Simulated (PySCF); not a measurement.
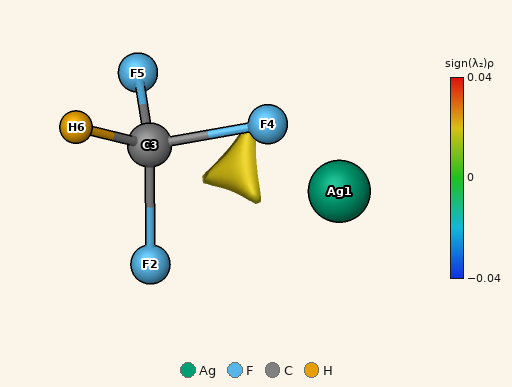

*CHAgF3, charge +1, SMILES `[Ag+].FC(F)F`. Non-covalent interaction surfaces between the fragments (reduced density gradient s = 0.5, coloured by sign(λ₂)ρ in a.u.; trimmed to the region between the fragments where ρ is under 0.06 a.u.). Fragment A: Ag(+1) (atom 1); fragment B: HCF3.*

Computed with PySCF, CAM-B3LYP/def2-TZVP, geometry: GFN2-xTB. Core potentials replace the inner electrons of Ag; spin–orbit coupling isn't included. GFN2-xTB bond lengths at metals and heavier atoms can be off by up to 0.1 Å and shapes distorted, which carries into these values.

Input script:

```python
import numpy as np
from pyscf import gto, scf, dft
from pyscf.scf import atom_ks, atom_hf
from scipy.linalg import block_diag
from pyscf.dispersion import dftd3

def solve(mol, dm0=None, hcore=None):
    mf = (dft.UKS if mol.spin else dft.RKS)(mol, xc='camb3lyp')
    mf.grids.level = 3
    mf = mf.density_fit(auxbasis='def2-universal-jkfit')
    mf.conv_tol, mf.max_cycle = 1e-8, 80
    if hcore is not None:
        mf.get_hcore = lambda *args: hcore
    mf.kernel(dm0)
    if not mf.converged:
        mf = mf.newton().run(mf.mo_coeff, mf.mo_occ, max_cycle=30)
    assert mf.converged, 'SCF not converged'
    return mf

mol = gto.M(atom='''
Ag    -1.02719     0.00004     0.00000
F      1.27708     0.93475    -0.79129
C      1.81410     0.00019     0.00000
F      1.27700     0.21768     1.20528
F      1.27682    -1.15287    -0.41400
H      2.91514     0.00085     0.00000
''', basis='def2-tzvp', ecp={'Ag': 'def2-tzvp'}, charge=1, spin=0, verbose=4)
mol_a = gto.M(atom='''
Ag    -1.02719     0.00004     0.00000
ghost-F      1.27708     0.93475    -0.79129
ghost-C      1.81410     0.00019     0.00000
ghost-F      1.27700     0.21768     1.20528
ghost-F      1.27682    -1.15287    -0.41400
ghost-H      2.91514     0.00085     0.00000
''', basis='def2-tzvp', ecp={'Ag': 'def2-tzvp'}, charge=1, spin=0, verbose=4)
mol_b = gto.M(atom='''
ghost-Ag    -1.02719     0.00004     0.00000
F      1.27708     0.93475    -0.79129
C      1.81410     0.00019     0.00000
F      1.27700     0.21768     1.20528
F      1.27682    -1.15287    -0.41400
H      2.91514     0.00085     0.00000
''', basis='def2-tzvp', charge=0, spin=0, verbose=4)
ab, a, b = solve(mol), solve(mol_a), solve(mol_b)
e_int = ab.e_tot - a.e_tot - b.e_tot
print('counterpoise-corrected interaction energy / kcal/mol', e_int * 627.5095)
def disp(atoms, charge):
    m = gto.M(atom=atoms, charge=charge, basis='sto-3g', spin=None, unit='Bohr', verbose=0)
    return dftd3.DFTD3Dispersion(m, xc='camb3lyp', version='d3bj').get_dispersion()['energy']
e_disp = disp(mol._atom, mol.charge) - disp(mol._atom[:1], mol_a.charge) - disp(mol._atom[1:], mol_b.charge)
print('D3(BJ) part / kcal/mol', e_disp * 627.5095)
# spherically averaged free atoms, for the promolecule
atom_ks.AtomSphAverageRKS.init_guess_by_vsap = lambda self, mol=None: self.init_guess_by_minao(mol)  # core potentials
atm = atom_ks.get_atm_nrks(mol, xc='camb3lyp')
pro = block_diag(*[(atm[a[0]][2] * atm[a[0]][3]) @ atm[a[0]][2].T for a in mol._atom])
np.savez('result.npz', e_int=e_int, e_disp=e_disp, dm_a=a.make_rdm1(), dm_b=b.make_rdm1(), c=ab.mo_coeff, occ=ab.mo_occ, eps=ab.mo_energy, pro=pro, d=[f.dip_moment(verbose=0) for f in (ab, a, b)])
```

Launched as:

```sh
OMP_NUM_THREADS=1 python input.py
```

The run took 51 s on 1 thread of Arm Neoverse V2 (shared host), peak memory 0.86 GiB.

Partitions, critical points and surface values were worked out afterwards from this run's density.

Question: Which interactions hold the two fragments together?

Answer: Bond critical points between the fragments: Ag1···F2, 2.61 Å, ρ = 0.023 a.u.; Ag1···F4, 2.61 Å, ρ = 0.023 a.u.; Ag1···F5, 2.61 Å, ρ = 0.023 a.u. The strongest appears blue-green. Several contacts close a ring, whose ring point adds a part with positive λ₂ between them. The pose is a local one from a semi-empirical search, not shown to be the most stable. With a charged fragment, long-range electrostatics, which these surfaces don't show, weighs heavily in the interaction energy.

Question: How strongly are they bound?

Answer: The counterpoise-corrected interaction energy of the frozen fragments is −15.1 kcal/mol without dispersion correction and −16.3 kcal/mol with D3(BJ). D3 uses neutral-atom coefficients and tends to overbind metal cations. The pair geometry is semi-empirical, not a minimum at this level.
